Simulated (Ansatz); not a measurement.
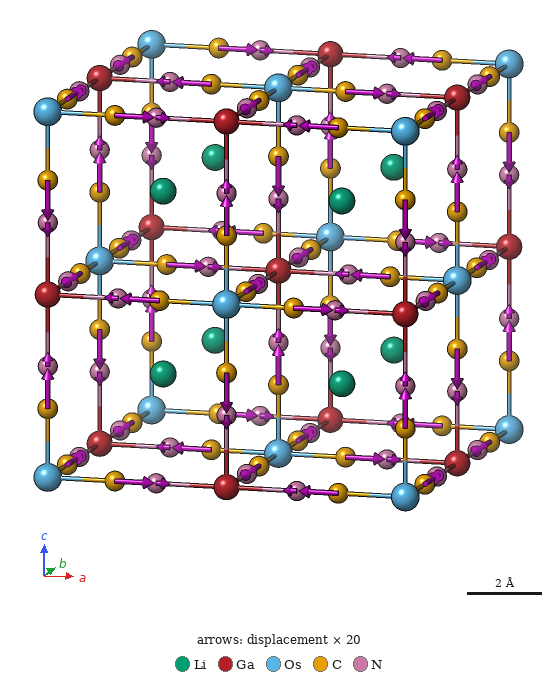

A relaxation of crystalline Li2GaOsC6N6 (a generated structure, set up in Fm-3m) (coarse preliminary run). The starting structure is drawn; purple arrows show the displacements (the part carried along by the change of the cell is left out), magnified 20 times.

A ball-and-stick model of the conventional cell (4 times the calculation's cell), seen slightly off an axis. Lengths and directions refer to the drawn axes.

All numbers below come from DFT PBE, scalar-relativistic, plane waves, PAW in Ansatz. Set-up: plane-wave cutoff 420 eV; k-point mesh 4 × 4 × 4; occupations gaussian; smearing width 0.1 eV; collinear spin; cell and atoms relaxed; force threshold 0.04 eV/Å; at most 70 steps.

Question: Atoms of which element are displaced furthest, and by how much?

Answer: Carbon: up to 0.057 Å, against 0.021 Å for nitrogen.

Question: Describe the change and its energy.

Answer: The largest moves relative to the cell, 0.057 Å, are those of C atoms. Largest moves by element: C 0.057 Å, N 0.021 Å. Li and Ga and Os stay in place. The volume changes by +10.8 %, with a = b = c 10.102 → 10.454 Å (+3.5 %). Near-neighbour distances that change, for instance: C–Os 1.896 → 2.019 Å, Ga–N 1.985 → 2.034 Å, C–N 1.170 → 1.175 Å. The space group stays Fm-3m (No. 225). The energy falls by 83.8 meV per atom in 4 accepted moves (6 points after the start). The largest force component goes from 2.9 to 0.0029 eV/Å. The pressure goes from 11.70 to 0.04 GPa. At 2 points the geometry stayed and the basis and grid were re-selected for the new cell (energy shift of 5.5 meV per atom at most each time). The program noted that the starting moments weren't kept.
